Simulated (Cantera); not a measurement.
Input: 1 mol Si, 3.5 mol Cl2, 2 mol H2, held at 75.0 Torr.

Method: chemical equilibrium by Gibbs-energy minimisation in Cantera with the NASA 1993 tables (ideal gas, pure condensed phases). Candidate condensed phases: Si; 19 gas species. The tables' values for SiCl3 are old estimates; treat these amounts as uncertain. The numbers say what is thermodynamically allowed, not how fast it happens.

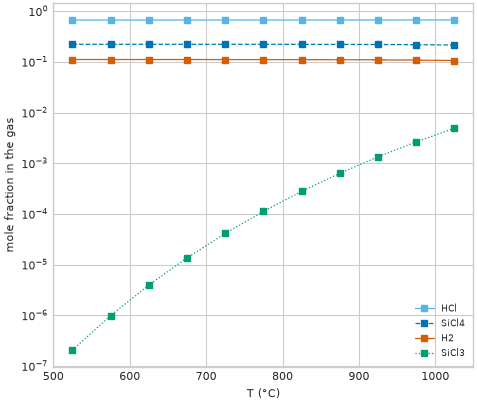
Figure: Equilibrium gas composition (values under 1e-9 drawn at 1e-9)

From 525 °C to 1025 °C nothing is condensed. The main Si-bearing gas is SiCl4 throughout.
